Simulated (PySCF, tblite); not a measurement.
# C₅H₅FOS+ (doublet): geometry, infrared bands and EPR parameters

Aim: predict the infrared bands and EPR parameters of C₅H₅FOS+ (doublet) (`O=CCC[C+](F)[C]=S`).

The runs use tblite 0.8.0 and PySCF 2.14.0, with density-fitted response routines of our own; the level of theory stands in each step. All values are computed, except where a source is named. Atoms are numbered from 0 throughout.

### Step 1. The starting structure

13 atoms, charge 1, multiplicity 2; geometry from: force field or distance geometry start.

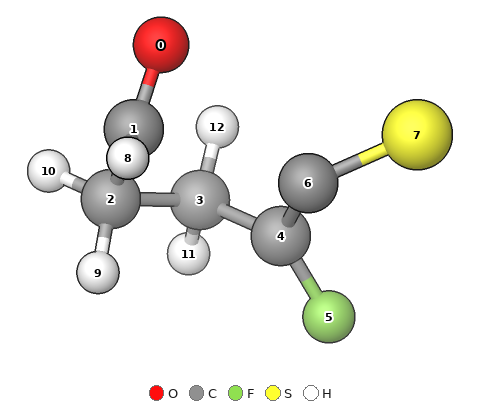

The starting geometry (oxygen red, carbon grey, fluorine green, sulfur yellow, hydrogen white), atoms numbered; sticks join atoms by distance.

### Step 2. Relaxing the molecule with GFN2-xTB

What the job is given:

```
{"job": {"kind": "relax", "xc": "GFN2-xTB", "basis": "xTB"}, "charge": 1, "multiplicity": 2}
O     -0.797600     1.926800    -0.552200
C     -1.004100     1.111700     0.357100
C     -1.218100    -0.335600     0.121100
C     -0.030400    -0.796200    -0.717300
C      1.166000    -0.538000     0.162400
F      1.962100    -1.580100     0.472000
C      1.476900     0.812300     0.633700
S      2.872000     1.453800     0.050200
H     -1.001200     1.429700     1.419700
H     -1.244900    -0.910700     1.050700
H     -2.137100    -0.483300    -0.498200
H     -0.108600    -1.895800    -0.898800
H      0.060600    -0.194000    -1.617800
```

Launch:

```bash
$ OMP_NUM_THREADS=1 python probes_run.py task.json out
```

One launch serves the whole session: the jobs run in the order shown.

Output:

```text
step      E/eV     max force
  0    -670.91592    4.958
  1    -671.39438    3.649
  2    -671.67213    2.492
  3    -671.85115    1.619
  4    -672.09713    1.841
  5    -672.24250    2.078
  6    -672.46134    1.949
  7    -672.58007    1.199
  8    -672.64693    0.903
  9    -672.66826    1.038
 10    -672.68891    0.374
 11    -672.70319    0.320
 12    -672.71857    0.313
 13    -672.72953    0.239
 14    -672.73785    0.219
 15    -672.74409    0.243
 16    -672.75142    0.261
 17    -672.76060    0.303
 18    -672.77318    0.364
 19    -672.78997    0.431
 20    -672.81130    0.526
 21    -672.83604    0.553
 22    -672.86088    0.565
 23    -672.89068    0.438
 24    -672.90645    1.113
 25    -672.93643    0.568
 26    -672.95538    0.454
 27    -672.97339    0.282
 28    -672.98593    0.340
 29    -672.99694    0.275
 30    -673.00586    0.503
 31    -673.01489    0.382
 32    -673.02516    0.319
 33    -673.03617    0.322
 34    -673.04540    0.292
 35    -673.05520    0.300
 36    -673.06814    0.303
 37    -673.07847    0.315
 38    -673.08686    0.213
 39    -673.09097    0.531
 40    -673.09612    0.225
 41    -673.10044    0.130
 42    -673.10246    0.153
 43    -673.10420    0.146
 44    -673.10648    0.129
 45    -673.10938    0.152
 46    -673.11187    0.135
 47    -673.11352    0.159
 48    -673.11464    0.145
 49    -673.11573    0.112
 50    -673.11683    0.106
 51    -673.11779    0.128
 52    -673.11862    0.087
 53    -673.11931    0.090
 54    -673.11989    0.079
 55    -673.12051    0.094
 56    -673.12125    0.108
 57    -673.12189    0.075
 58    -673.12229    0.055
 59    -673.12251    0.051
 60    -673.12272    0.050
 61    -673.12304    0.070
 62    -673.12346    0.101
 63    -673.12396    0.114
 64    -673.12451    0.100
 65    -673.12519    0.084
 66    -673.12598    0.084
 67    -673.12658    0.070
 68    -673.12682    0.041
 69    -673.12690    0.026
 70    -673.12695    0.020
 71    -673.12700    0.018
 72    -673.12705    0.020
 73    -673.12709    0.022
 74    -673.12713    0.021
 75    -673.12717    0.021
 76    -673.12723    0.027
 77    -673.12730    0.028
 78    -673.12736    0.023
 79    -673.12741    0.019
 80    -673.12747    0.017
 81    -673.12753    0.022
 82    -673.12759    0.023
 83    -673.12763    0.016
 84    -673.12767    0.017
 85    -673.12771    0.020
 86    -673.12778    0.025
 87    -673.12788    0.032
 88    -673.12800    0.042
 89    -673.12818    0.051
 90    -673.12850    0.063
 91    -673.12907    0.091
 92    -673.13005    0.127
 93    -673.13207    0.179
 94    -673.13313    0.399
 95    -673.13938    0.360
 96    -673.14740    0.471
 97    -673.16309    0.462
 98    -673.17094    1.239
 99    -673.16184    1.689
100    -673.14919    2.409
101    -673.18082    1.100
102    -673.21119    0.610
103    -673.21482    0.556
104    -673.22407    0.254
105    -673.22942    0.216
106    -673.23740    0.317
107    -673.24262    0.258
108    -673.24582    0.187
109    -673.24879    0.199
110    -673.25052    0.115
111    -673.25212    0.101
112    -673.25328    0.059
113    -673.25382    0.066
114    -673.25420    0.077
115    -673.25451    0.081
116    -673.25495    0.087
117    -673.25554    0.106
118    -673.25621    0.113
119    -673.25701    0.141
120    -673.25800    0.113
121    -673.25904    0.167
122    -673.25988    0.072
123    -673.26048    0.076
124    -673.26080    0.038
125    -673.26103    0.040
126    -673.26115    0.024
127    -673.26120    0.022
128    -673.26122    0.016
129    -673.26124    0.013
130    -673.26126    0.013
131    -673.26128    0.010
```

Run time: 0.66 s. Hardware: 1 thread of Arm Neoverse V2, shared host.

Step by step: (not every step is listed)

| step | energy from step 0 (eV) | largest force (eV/Å) |
| --- | --- | --- |
| 0 | 0.0000 | 4.9578 |
| 1 | -0.4785 | 3.6491 |
| 2 | -0.7562 | 2.4919 |
| 3 | -0.9352 | 1.6190 |
| 4 | -1.1812 | 1.8410 |
| 5 | -1.3266 | 2.0780 |
| 6 | -1.5454 | 1.9488 |
| 7 | -1.6641 | 1.1990 |
| 8 | -1.7310 | 0.9032 |
| 19 | -1.8741 | 0.4306 |
| 30 | -2.0899 | 0.5030 |
| 41 | -2.1845 | 0.1297 |
| 52 | -2.2027 | 0.0870 |
| 63 | -2.2080 | 0.1139 |
| 74 | -2.2112 | 0.0213 |
| 85 | -2.2118 | 0.0198 |
| 96 | -2.2315 | 0.4706 |
| 107 | -2.3267 | 0.2578 |
| 118 | -2.3403 | 0.1126 |
| 126 | -2.3452 | 0.0241 |
| 127 | -2.3453 | 0.0220 |
| 128 | -2.3453 | 0.0156 |
| 129 | -2.3453 | 0.0134 |
| 130 | -2.3453 | 0.0130 |
| 131 | -2.3454 | 0.0099 |

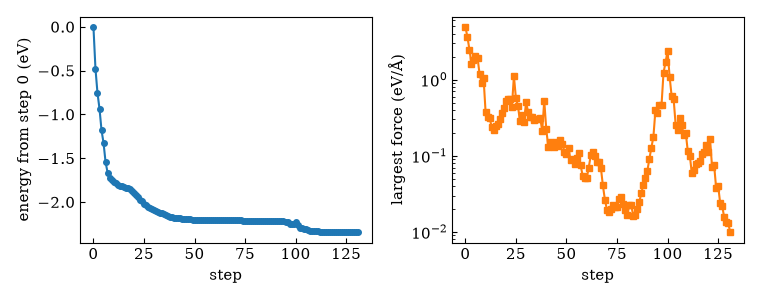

Energy and largest force along the relaxation.

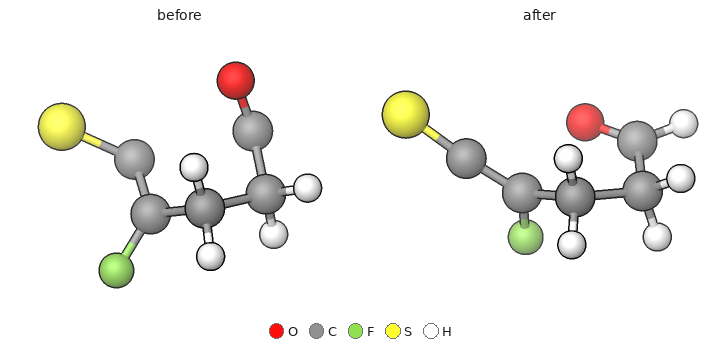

The geometry before (left) and after (right).

Distances of close pairs at the start and the end, largest changes first:

| bond | before (Å) | after (Å) | change (Å) |
| --- | --- | --- | --- |
| C4–C6 | 1.464 | 1.349 | -0.115 |
| C6–S7 | 1.643 | 1.532 | -0.111 |
| O0–C1 | 1.238 | 1.199 | -0.039 |
| C2–H10 | 1.118 | 1.090 | -0.028 |
| C3–H11 | 1.117 | 1.095 | -0.022 |
| C4–F5 | 1.347 | 1.327 | -0.020 |
| C3–C4 | 1.507 | 1.494 | -0.013 |
| C1–C2 | 1.482 | 1.494 | +0.012 |

The final coordinates are the input of the step that follows.

### Step 3. Infrared spectrum with GFN2-xTB

What the job is given:

```
{"job": {"kind": "ir", "xc": "GFN2-xTB", "basis": "xTB"}, "charge": 1, "multiplicity": 2}
O     -0.115180     1.442451     0.904209
C     -1.172497     0.897072     0.754373
C     -1.289621    -0.410069     0.039675
C      0.028222    -0.657388    -0.711882
C      1.183963    -0.204644     0.120084
F      1.276843    -0.770109     1.317126
C      2.244425     0.480330    -0.354046
S      3.386034     1.368966    -0.857396
H     -2.105634     1.315072     1.159711
H     -1.464715    -1.170959     0.808776
H     -2.147794    -0.428033    -0.632201
H      0.135890    -1.731183    -0.899448
H      0.035678    -0.131018    -1.666709
```

Output:

```text
mode    cm-1     km/mol
  1      77.0      2.70
  2      94.0      5.63
  3     148.7      8.52
  4     169.1      2.44
  5     242.5      9.95
  6     271.4     18.46
  7     301.1     17.75
  8     356.3     11.02
  9     459.3      6.09
 10     531.1      5.92
 11     643.8     15.75
 12     707.0      0.93
 13     801.4     17.20
 14     869.0     17.20
 15     941.2     24.60
 16     986.4     15.93
 17    1022.4      0.50
 18    1072.3     10.37
 19    1121.2     38.97
 20    1142.1     17.54
 21    1200.6    127.03
 22    1249.1     20.65
 23    1260.6     25.16
 24    1283.1     19.43
 25    1383.9     39.06
 26    1404.7     29.41
 27    1718.1     66.62
 28    1749.4    115.87
 29    2852.3      7.10
 30    2944.4      4.99
 31    2950.1     26.06
 32    3012.1      7.27
 33    3018.1      6.66
```

It took 0.3 s on 1 thread of Arm Neoverse V2, shared host.

Which atoms move in the most intense modes:

| cm⁻¹ | km/mol | atoms |
| --- | --- | --- |
| 1121 | 39.0 | H11 21 %, H9 21 %, H10 18 %, C3 18 % |
| 1201 | 127.0 | C4 56 %, F5 17 %, C3 11 % |
| 1261 | 25.2 | C2 27 %, H8 24 %, H10 23 %, H9 18 % |
| 1384 | 39.1 | H10 43 %, H9 41 % |
| 1405 | 29.4 | H12 44 %, H11 40 % |
| 1718 | 66.6 | C6 61 %, C4 20 % |
| 1749 | 115.9 | C1 50 %, O0 35 % |
| 2950 | 26.1 | H11 55 %, H9 37 % |

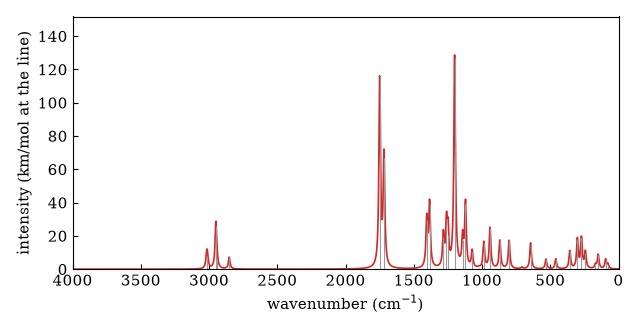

The infrared spectrum from these modes, unscaled. Lines are broadened to a width of 14 cm⁻¹ (Lorentzian).

### Step 4. EPR parameters: B3LYP/pcH-1

The job, as its differences from that of step 3:

```diff
@@ -1,2 +1,2 @@
-{"job": {"kind": "ir", "xc": "GFN2-xTB", "basis": "xTB"}, "charge": 1, "multiplicity": 2}
+{"job": {"kind": "epr", "basis": "pcH-1"}, "charge": 1, "multiplicity": 2}
 O     -0.115180     1.442451     0.904209
```

With the program's defaults for keys left out, this is: UKS B3LYP, pcH-1 on C F H O S, non-relativistic, mean-field spin-orbit, GIAO.

Output:

```text
UKS, coarse grid
  cycle   1  E = -766.30487770  |g| = 6.44e-01
  cycle   2  E = -764.61535084  |g| = 1.77e+00
  cycle   3  E = -766.38114000  |g| = 4.02e-01
  cycle   4  E = -766.44932015  |g| = 1.35e-01
  cycle   5  E = -766.44967389  |g| = 1.35e-01
  cycle   6  E = -766.45784705  |g| = 4.57e-02
  cycle   7  E = -766.45895201  |g| = 1.41e-02
  cycle   8  E = -766.45904131  |g| = 4.29e-03
  cycle   9  E = -766.45905657  |g| = 2.14e-03
  cycle  10  E = -766.45905798  |g| = 1.46e-03
  cycle  11  E = -766.45906105  |g| = 3.50e-04
UKS, final grid
  cycle   1  E = -766.45905351  |g| = 4.52e-04
  cycle   2  E = -766.45905335  |g| = 8.36e-04
  cycle   3  E = -766.45905362  |g| = 1.49e-04
  cycle   4  E = -766.45905363  |g| = 6.61e-05
  cycle   5  E = -766.45905364  |g| = 3.85e-05
  cycle   6  E = -766.45905364  |g| = 1.65e-05
E = -766.45905364 Eh   <S^2> = 0.7545 (exact 0.7500)
g shifts (ppm)      1          2          3
  rmc          -248       -248       -248
  gc             76         -3         59
  oz_so      -13430        171       5790
  total      -13601        -80       5602
hyperfine (MHz)  atom isotope    a_iso     a_fc   dipolar eigenvalues
    0   17O     -33.43     -33.42    -51.81     23.31     28.49
    1   13C     -13.78     -13.77     -4.07      0.64      3.43
    2   13C      -3.32      -3.33     -4.54     -3.39      7.93
    3   13C     -11.87     -11.90     -1.68     -0.42      2.10
    4   13C      39.42      39.63    -31.03    -28.51     59.54
    5   19F      47.89      46.54   -104.33    -85.92    190.25
    6   13C      -9.94      -9.04    -22.73    -11.96     34.69
    7   33S       6.81       7.82    -42.38    -36.05     78.43
    8    1H      64.60      64.61     -1.94     -1.26      3.20
    9    1H      -2.67      -2.68     -1.64     -1.16      2.81
   10    1H      -3.67      -3.66     -2.37     -0.90      3.27
   11    1H      55.31      55.32     -2.73     -2.13      4.86
   12    1H       1.34       1.33     -2.45     -1.65      4.10
```

Wall time 71 s (1 thread of Arm Neoverse V2, shared host); peak memory 0.97 GiB.

Principal g values 1.98872, 2.00224, 2.00792; g(iso) = 1.99963, against 2.00232 for a free electron.

Mean a(iso) over the nuclei that a row names, and the largest dipolar term of the row (other rows stand at the frozen geometry):

| nuclei | isotope | a(iso) (MHz) | a(iso) (G, at g = 2.0023) | largest dipolar term (MHz) |
| --- | --- | --- | --- | --- |
| H8 | 1H | 64.6 | 23.1 | 3.2 |
| F5 | 19F | 47.9 | 17.1 | 190.2 |
| C4 | 13C | 39.4 | 14.1 | 59.5 |
| O0 | 17O | -33.4 | -11.9 | -51.8 |
| H11, H12 | 1H | 28.3 | 10.1 | 4.9 |
| C1 | 13C | -13.8 | -4.9 | -4.1 |
| C3 | 13C | -11.9 | -4.2 | 2.1 |
| C6 | 13C | -9.9 | -3.5 | 34.7 |
| S7 | 33S | 6.8 | 2.4 | 78.4 |
| C2 | 13C | -3.3 | -1.2 | 7.9 |
| H9, H10 | 1H | -3.2 | -1.1 | 3.3 |

Mulliken spin populations:

O0 0.15; C1 -0.03; C2 0.03; C3 -0.02; C4 0.29; F5 0.03; C6 0.09; S7 0.42; H8 0.03; H9 0.00; H10 0.00; H11 0.02; H12 0.00

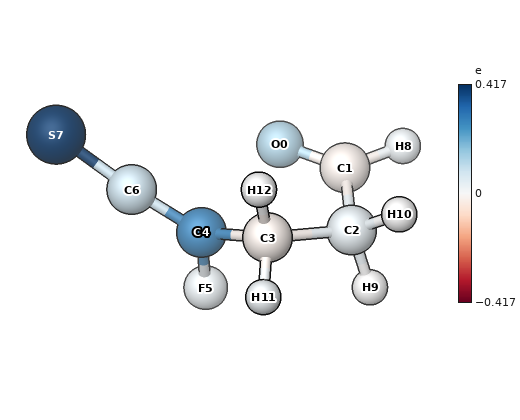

Mulliken spin populations, as colours on the atoms.

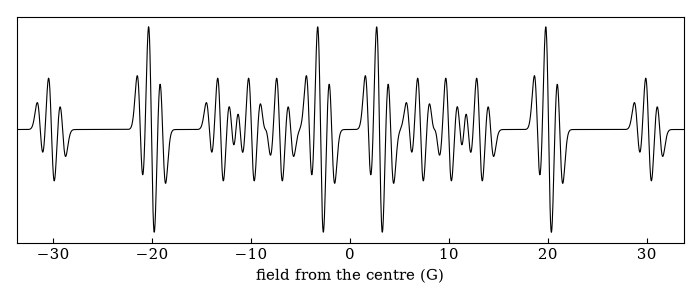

First-order isotropic spectrum (first derivative, main isotopes with spin only, couplings over 0.8 MHz, Gaussian width 0.3 G; couplings of the frozen geometry, rotation of groups not averaged beyond the rows shown).

Orbitals, density, ELF and potential are computed afterwards from the orbital file.

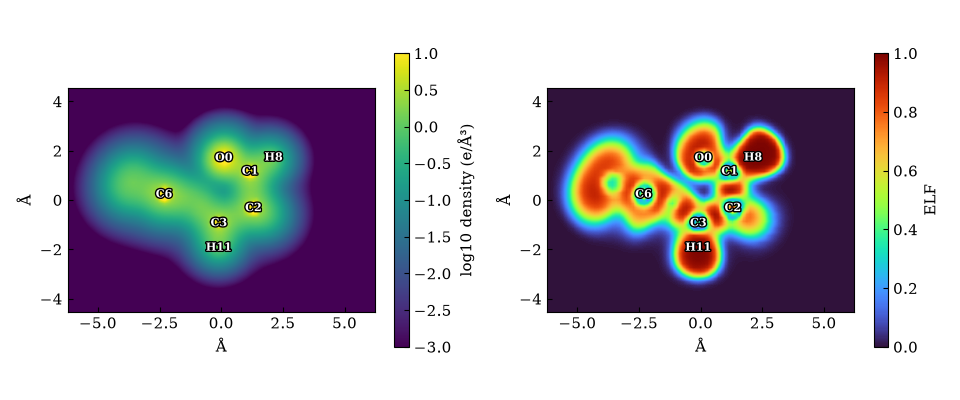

Density (left) and ELF (right) in a plane through or near 7 of the atoms.

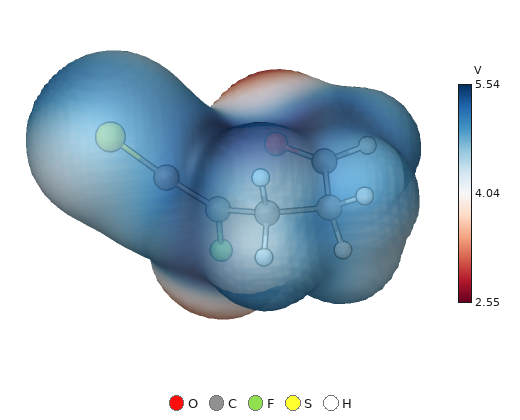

The potential that a unit positive charge feels on the 0.002 e/bohr³ surface, from 2.55 V near O0 to 5.54 V near H12.

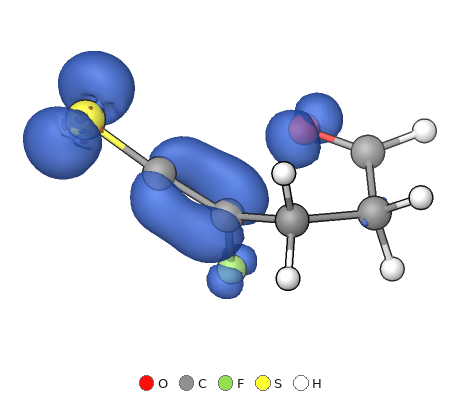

Spin density at ±0.05 e/Å³ (alpha excess blue, beta excess red).

### Step 5. Results

```
                                 quantity                  value
strongest single infrared mode (GFN2-xTB)  1201 cm⁻¹, 127 km/mol
             zero-point energy (GFN2-xTB)          54.3 kcal/mol
                           g(iso) (B3LYP)                1.99963
                                     ⟨S²⟩     0.755 (exact 0.75)
       largest a(iso) (averaged by class)     1H on H8, 64.6 MHz
```

**Reading.** Over 131 steps the energy fell by 2.345 eV; of the close pairs, C4–C6 changed most, 1.464 to 1.349 Å. No mode is imaginary among the 33: a minimum at this level. The strongest single mode, at 1201 cm⁻¹, moves mainly C4. GFN2-xTB is a fitted tight-binding method: band positions and strengths are rough. Its intensities can rank the bands wrongly. The largest share of the spin, 0.42 e, sits on S7. The isotropic g lies 2.7 ppt below the free-electron value.
